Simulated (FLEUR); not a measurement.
# Collinear magnetic orders of PrClO with FLEUR, part 3 of 3

A self-consistent run ends on one state, which hangs on the start. Several orders of PrClO are started in FLEUR and their energies compared.

FLEUR MaX-R8.1; LDA (VWN) with U = 6 eV on Pr f; all-electron FLAPW, Dirac cores, scalar-relativistic bands. The settings are cheaper than careful work needs.

So far. Step 2 (Start 1: ferro ++): After 21 cycles the largest moment stands at 1.99 μB. Step 3 (Start 2: antiferro +-): It lies 0.668 meV a seeded atom under the first start, and its largest moment is 1.99 μB against 1.99 μB.

## Step 5: Spin–orbit coupling, moments along [001]

Level of this step: LDA (VWN) with U = 6 eV on Pr f; all-electron FLAPW, Dirac cores, scalar-relativistic bands with spin-orbit coupling (FLEUR).

Spin–orbit coupling ties the spins to the lattice and lets orbital moments form.

A new self-consistent run of the start antiferro +-, with the moments along z. Here n_mmp_mat seeds f states of whole m by Hund's three rules.

File inp.xml:

```
<?xml version="1.0" encoding="UTF-8" standalone="no"?>
<fleurInput fleurInputVersion="0.39">
   <comment>
      PrClO
   </comment>
   <calculationSetup>
      <cutoffs Kmax="2.66" Gmax="8.0" GmaxXC="8.0" numbands="172"/>
      <scfLoop itmax="130" minDistance="0.0001" maxIterBroyd="15" imix="Anderson" alpha="0.05" precondParam="0.7" spinf="2.0" sdNocoIR="T"/>
      <coreElectrons ctail="T" frcor="F" kcrel="0" coretail_lmax="0"/>
      <xcFunctional name="vwn" relativisticCorrections="F"/>
      <magnetism jspins="2"/>
      <soc l_soc="T" theta="0.0" phi="0.0" spav="F"/>
      <expertModes spex="0" secvar="F"/>
      <geometryOptimization l_f="F" forcealpha="1.0" forcemix="BFGS" epsdisp="0.00001" epsforce="0.00001"/>
      <ldaU l_linMix="F" mixParam="0.05" spinf="1.0"/>
   </calculationSetup>
   <cell>
      <bzIntegration valenceElectrons="52.0" mode="hist" fermiSmearingEnergy="0.01469973">
         <kPointListSelection listName="default-1"/>
         <xi:include xmlns:xi="http://www.w3.org/2001/XInclude" href="kpts.xml"> </xi:include>
      </bzIntegration>
      <xi:include xmlns:xi="http://www.w3.org/2001/XInclude" href="sym.xml"> </xi:include>
      <bulkLattice scale="1.0">
         <bravaisMatrix>
            <row-1>    7.6552805307545997     0.0000000000000000     0.0000000000000000</row-1>
            <row-2>    0.0000000000000000     7.6552805307545997     0.0000000000000000</row-2>
            <row-3>    0.0000000000000000     0.0000000000000000    12.8690349085259985</row-3>
         </bravaisMatrix>
      </bulkLattice>
   </cell>
   <atomSpecies>
      <species name="Praseodymi2.002" element="Pr" atomicNumber="59">
         <mtSphere radius="2.79" gridPoints="923" logIncrement="0.014"/>
         <atomicCutoffs lmax="10" lnonsphr="8"/>
         <electronConfig flipSpins="F">
            <coreConfig>(1s1/2) (2s1/2) (2p1/2) (2p3/2) (3s1/2) (3p1/2) (3p3/2) (4s1/2) (3d3/2) (3d5/2) (4p1/2) (4p3/2) (4d3/2) (4d5/2)</coreConfig>
            <valenceConfig>(5s1/2) (5p1/2) (5p3/2) (6s1/2) (4f5/2) (4f7/2)</valenceConfig>
            <stateOccupation state="(4f5/2)" spinUp="0.7867142857143" spinDown="0.499"/>
            <stateOccupation state="(4f7/2)" spinUp="1.7142857142857" spinDown="0.0"/>
         </electronConfig>
         <energyParameters s="6" p="6" d="5" f="4"/>
         <ldaU l="3" U="6.0" J="0.0" l_amf="F"/>
         <lo type="SCLO" l="0" n="5" eDeriv="0"/>
         <lo type="SCLO" l="1" n="5" eDeriv="0"/>
      </species>
      <species name="Praseodymi-2.002" element="Pr" atomicNumber="59">
         <mtSphere radius="2.79" gridPoints="923" logIncrement="0.014"/>
         <atomicCutoffs lmax="10" lnonsphr="8"/>
         <electronConfig flipSpins="F">
            <coreConfig>(1s1/2) (2s1/2) (2p1/2) (2p3/2) (3s1/2) (3p1/2) (3p3/2) (4s1/2) (3d3/2) (3d5/2) (4p1/2) (4p3/2) (4d3/2) (4d5/2)</coreConfig>
            <valenceConfig>(5s1/2) (5p1/2) (5p3/2) (6s1/2) (4f5/2) (4f7/2)</valenceConfig>
            <stateOccupation state="(4f5/2)" spinUp="0.499" spinDown="0.7867142857143"/>
            <stateOccupation state="(4f7/2)" spinUp="0.0" spinDown="1.7142857142857"/>
         </electronConfig>
         <energyParameters s="6" p="6" d="5" f="4"/>
         <ldaU l="3" U="6.0" J="0.0" l_amf="F"/>
         <lo type="SCLO" l="0" n="5" eDeriv="0"/>
         <lo type="SCLO" l="1" n="5" eDeriv="0"/>
      </species>
      <species name="Chlorine (Cl)" element="Cl" atomicNumber="17">
         <mtSphere radius="2.8" gridPoints="925" logIncrement="0.013"/>
         <atomicCutoffs lmax="10" lnonsphr="8"/>
         <electronConfig flipSpins="F">
            <coreConfig>(1s1/2) (2s1/2) (2p1/2) (2p3/2)</coreConfig>
            <valenceConfig>(3s1/2) (3p1/2) (3p3/2)</valenceConfig>
            <stateOccupation state="(3p1/2)" spinUp="0.833333" spinDown="0.833333"/>
            <stateOccupation state="(3p3/2)" spinUp="1.666667" spinDown="1.666667"/>
         </electronConfig>
         <energyParameters s="3" p="3" d="3" f="4"/>
      </species>
      <species name="Oxygen (O)" element="O" atomicNumber="8">
         <mtSphere radius="1.58" gridPoints="523" logIncrement="0.02"/>
         <atomicCutoffs lmax="6" lnonsphr="4"/>
         <electronConfig flipSpins="F">
            <coreConfig>(1s1/2)</coreConfig>
            <valenceConfig>(2s1/2) (2p1/2) (2p3/2)</valenceConfig>
            <stateOccupation state="(2p1/2)" spinUp="0.666667" spinDown="0.666667"/>
            <stateOccupation state="(2p3/2)" spinUp="1.333333" spinDown="1.333333"/>
         </electronConfig>
         <energyParameters s="2" p="2" d="3" f="4"/>
      </species>
   </atomSpecies>
   <atomGroups>
      <atomGroup species="Praseodymi2.002">
         <relPos label="                   1">.0000000000 1.000/2.000 .1800000000</relPos>
         <force calculate="T" relaxXYZ="TTT"/>
      </atomGroup>
      <atomGroup species="Praseodymi-2.002">
         <relPos label="                   2">1.000/2.000 .0000000000 -.1800000000</relPos>
         <force calculate="T" relaxXYZ="TTT"/>
      </atomGroup>
      <atomGroup species="Chlorine (Cl)">
         <relPos label="                   3">.0000000000 1.000/2.000 -9.000/25.000</relPos>
         <force calculate="T" relaxXYZ="TTT"/>
      </atomGroup>
      <atomGroup species="Chlorine (Cl)">
         <relPos label="                   4">1.000/2.000 .0000000000 9.000/25.000</relPos>
         <force calculate="T" relaxXYZ="TTT"/>
      </atomGroup>
      <atomGroup species="Oxygen (O)">
         <relPos label="                   5">.0000000000 .0000000000 .0000000000</relPos>
         <relPos label="                   6">1.000/2.000 1.000/2.000 .0000000000</relPos>
         <force calculate="T" relaxXYZ="TTT"/>
      </atomGroup>
   </atomGroups>
   <output dos="F" band="F" slice="F">
      <bandDOS minEnergy="-.5*Htr" maxEnergy="0.5*Htr" sigma="0.015" storeEVData="T"/>
      <plotting iplot="0" polar="F">
         <plot TwoD="T" vec1="  1.0  0.0  0.0" vec2="  0.0  1.0  0.0" vec3="  0.0  0.0  1.0" zero="  0.0  0.0  0.0" file="plot"/>
      </plotting>
      <moessbauerParams electricFieldGradient="F" isomerShift="F" coreHyperfine="F" valenceHyperfine="F"/>
   </output>
</fleurInput>
```

File crystal.txt:

```
PrClO
&input film=F cartesian=F /
4.05100000000  0.00000000000  0.00000000000
0.00000000000  4.05100000000  0.00000000000
0.00000000000  0.00000000000  6.81000000000
1.8897261246
1.0 1.0 1.0

6
59 0.00000000000  0.50000000000  0.18000000000 : 2.002
59 0.50000000000  0.00000000000  0.82000000000 : -2.002
17 0.00000000000  0.50000000000  0.64000000000
17 0.50000000000  0.00000000000  0.36000000000
8 0.00000000000  0.00000000000  0.00000000000
8 0.50000000000  0.50000000000  0.00000000000

&soc 0.0000000 0.0000000 /
&kpt div1=6 div2=6 div3=6 gamma=T /
```

Run with:

```
$ OMP_NUM_THREADS=1 inpgen -f crystal.txt > inpgen.log  # inp.xml is then edited as shown
$ OMP_NUM_THREADS=1 mpirun -n 4 fleur_MPI > fleur.log
```

Log:

```text
[banner, memory and clock lines left out]
Welcome to FLEUR        (www.flapw.de)
      MaX-Release 8.1          (www.max-centre.eu)

 ========== k-point set info ==========
 Selected k-point list: default-1
 k-point list type: mesh
 0 x 0 x 0
 Number of k points: 68

 [... set-up left out ...]
 Iteration:     1   Distance:      24.72119151 me/bohr^3
 Iteration:     2   Distance:      22.36190470 me/bohr^3
 Iteration:     3   Distance:      17.40741682 me/bohr^3
 Iteration:     4   Distance:      11.82452595 me/bohr^3
 Iteration:     5   Distance:       6.53710126 me/bohr^3
 Iteration:     6   Distance:       2.18960968 me/bohr^3
 Iteration:     7   Distance:       1.90317116 me/bohr^3
 Iteration:     8   Distance:       0.58073362 me/bohr^3
 Iteration:     9   Distance:       0.48989490 me/bohr^3
 Iteration:    10   Distance:       0.31428167 me/bohr^3
[... 64 iterations left out ...]
 Iteration:    75   Distance:       0.00146869 me/bohr^3
 Iteration:    76   Distance:       0.00071835 me/bohr^3
 Iteration:    77   Distance:       0.00072738 me/bohr^3
 Iteration:    78   Distance:       0.00071291 me/bohr^3
 Iteration:    79   Distance:       0.00049854 me/bohr^3
 Iteration:    80   Distance:       0.00061414 me/bohr^3
 Iteration:    81   Distance:       0.00037552 me/bohr^3
 Iteration:    82   Distance:       0.00013432 me/bohr^3
 Iteration:    83   Distance:       0.00012550 me/bohr^3
 Iteration:    84   Distance:       0.00005465 me/bohr^3

 ********************************************************************
 Run finished successfully
 Stop message:
   all done
 ********************************************************************

--- out.xml (last complete iteration) ---
<iteration numberForCurrentRun="   84" overallNumber="   84">
         [... left out ...]
         <bandgap value="3.7692429776" units="eV"/>
         <sumValenceSingleParticleEnergies value="-9.9358266473" units="Htr"/>
         <FermiEnergy value="0.2239678216" units="Htr"/>
         [... left out ...]
         <magneticMomentsInMTSpheres units="muBohr">
            <globalMagMoment atomType="1" vec="0.00000   0.00000   1.98753"/>
            <globalMagMoment atomType="2" vec="0.00000   0.00000  -1.98753"/>
            <globalMagMoment atomType="3" vec="0.00000   0.00000   0.00134"/>
            <globalMagMoment atomType="4" vec="0.00000   0.00000  -0.00134"/>
            <globalMagMoment atomType="5" vec="0.00000   0.00000   0.00000"/>
         </magneticMomentsInMTSpheres>
         <orbitalMomentsInMTSpheres units="muBohr">
            <globalMagMoment atomType="1" vec="0.00000   0.00000  -4.74024"/>
            <globalMagMoment atomType="2" vec="0.00000   0.00000   4.74024"/>
            <globalMagMoment atomType="3" vec="0.00000   0.00000  -0.00669"/>
            <globalMagMoment atomType="4" vec="0.00000   0.00000   0.00669"/>
            <globalMagMoment atomType="5" vec="0.00000   0.00000   0.00000"/>
         </orbitalMomentsInMTSpheres>
         [... left out ...]
         <totalEnergy value="   -19542.0531160979" units="Htr">
            <sumOfEigenvalues value="   -12000.3614260901">
               <coreElectrons value="-11990.4255994428"/>
               <valenceElectrons value="-9.9358266473"/>
            </sumOfEigenvalues>
         [... left out ...]
            <freeEnergy value="-19542.0585640306"/>
            <extrapolationTo0K value="-19542.0558400643"/>
         </totalEnergy>
         [... left out ...]
         <ldaUDensityMatrixConvergence>
            <distance spin="1" distance="0.000009"/>
            <distance spin="2" distance="0.000009"/>
         </ldaUDensityMatrixConvergence>
         <densityConvergence units="me/bohr^3">
            <chargeDensity spin="1" distance="0.0000385378"/>
            <chargeDensity spin="2" distance="0.0000385435"/>
            <overallChargeDensity distance="0.0000546460"/>
            <spinDensity distance="0.0000543631"/>
         </densityConvergence>
      </iteration>
```

Elapsed: 19 min, on 4 MPI ranks of Arm Neoverse V2, shared host; peak memory 0.67 GiB.

Spin moment in the muffin-tin sphere by atom:

| atom | spin moment in the muffin-tin sphere (μB) |
| --- | --- |
| Pr1 | 1.99 |
| Pr2 | -1.99 |
| Cl3 | 0.00 |
| Cl4 | 0.00 |
| O5 | 0.00 |
| O6 | 0.00 |

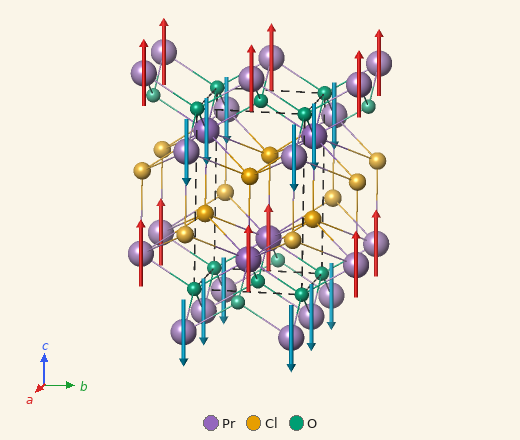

Spin moment in the muffin-tin sphere as arrows, the longest 1.99 μB. Up and down stand for the sign. Arrows give size and sign along the axis of quantisation, drawn up and down the page. The two directions have two colours. Some periodic images of atoms are drawn too.

This step gave:

```yaml
free_energy: -531766.5036 eV
program_s_band_gap_on_this_mesh_in_a_metal_only_a_level_spacing: 3.769 eV
magnetization: 0 μB
final_state: antiferromagnetic
orbital_moment_along_the_spin: -4.740 μB
```

Orbital moment in the sphere, along the spin axis by atom:

| atom | orbital moment in the sphere, along the spin axis (μB) |
| --- | --- |
| Pr1 | -4.74 |
| Pr2 | 4.74 |
| Cl3 | -0.01 |
| Cl4 | 0.01 |
| O5 | 0.00 |
| O6 | 0.00 |

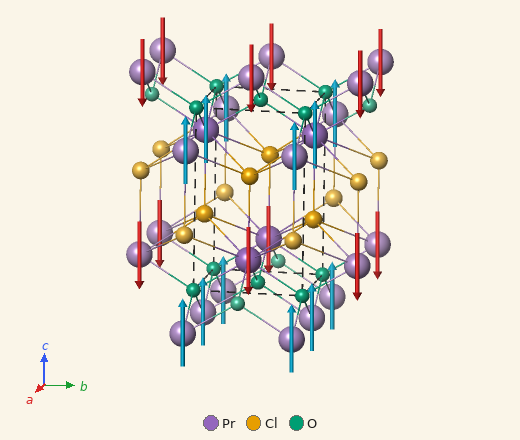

Orbital moment in the sphere, along the spin axis as arrows, the longest 4.74 μB. Up and down stand for the sign. Arrows give size and sign along the axis of quantisation, drawn up and down the page. The two directions have two colours. Some periodic images of atoms are drawn too.

## Step 6: Outcome

- lowest state found: antiferromagnetic (typed antiferro +-)
- largest site spin moment: 1.99 μB
- next finished state: ferromagnetic, 0.668 meV a seeded atom higher
- orbital moment on the atom of largest spin, along its spin (spin–orbit run): -4.74 μB
- spin plus orbital moment: Pr 2.75 μB

**Reading.** The lowest state found is antiferromagnetic, reached from the start antiferro +-, with moments up to 1.99 μB. The two lowest states lie so close that the mesh, the functional or spin–orbit coupling could swap them. The orbital moment is antiparallel to the spin, as Hund's third rule has it for a shell under half filled. The f shell was seeded by Hund's rules, so the run need not end in the lowest state; crystal-field states that mix several m can carry less. Only 2 starts were tried; other patterns of signs, canted and longer-period orders were not. Open f shells have many stationary orbital fillings, so the state need not be the lowest, and spin-only moments miss the orbital part.

[Logs and program files are shortened in this print: banners, set-up blocks, solver, clock and traceback lines can be left out without a mark of their own.]

[Logs are printed without paths, hosts, clocks, repeated set-up lines and the standing remarks that a program may print on its own settings, such as how far it seeks lower states.]

[Hosts, paths, dates, database ids (printed as entryN), source tags and the programs' standing remarks are cut or masked in the printed files.]

[Where a cell is said to come from a database of computed structures, the database is the Materials Project.]
